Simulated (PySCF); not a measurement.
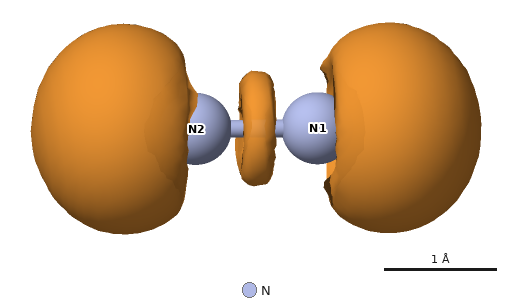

*N2 (nitrogen molecule). Isosurface of the electron localisation function at 0.8 (orange), seen from one side. Core shells and regions of very low density are left out.*

Geometry: PBE0-D3(BJ)/def2-SVP.

These are results of DFT single point, gas phase, functional PBE0 (PySCF), not measurements.

> Describe the localisation domains.

At this value the surface marks out one region between bonded N–N atoms (shared pairs) and two lobes on N, pointing away from the bonds (lone pairs). Along the contacts the grid gives the following. N–N (1.10 Å): the ELF peaks at about 0.90 between the atoms; a multiple bond.
